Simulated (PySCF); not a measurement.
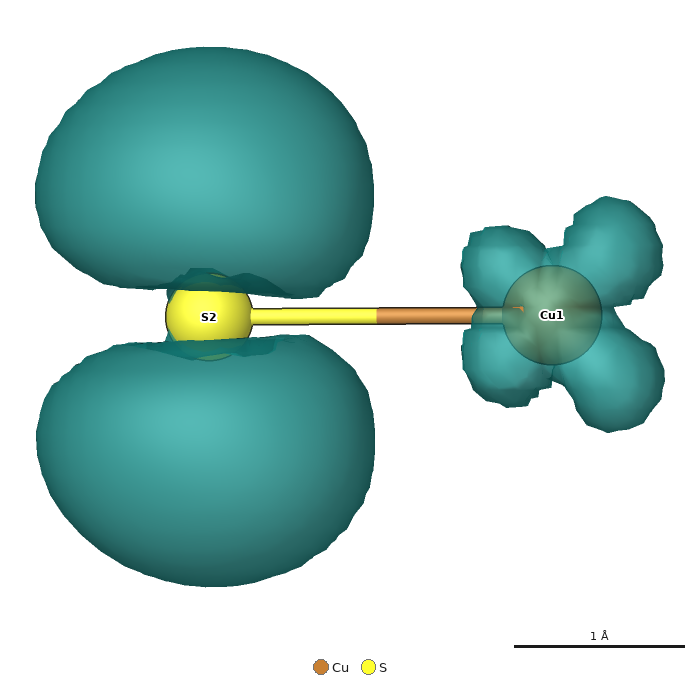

CuS (doublet). Isosurface of the spin density (α minus β) at +0.03 e/Å³ (teal), seen from one side.

These are results of PySCF, PBE0/cc-pVDZ(-PP), non-relativistic Hamiltonian with scalar-relativistic core potentials where named, at a bond length of 2.056 Å, not measurements.

> Describe the spin distribution.

The unpaired spin (1 electron) lies mostly on S2 (about 0.9) and Cu1 (about 0.1), in electrons by Hirshfeld's partition.
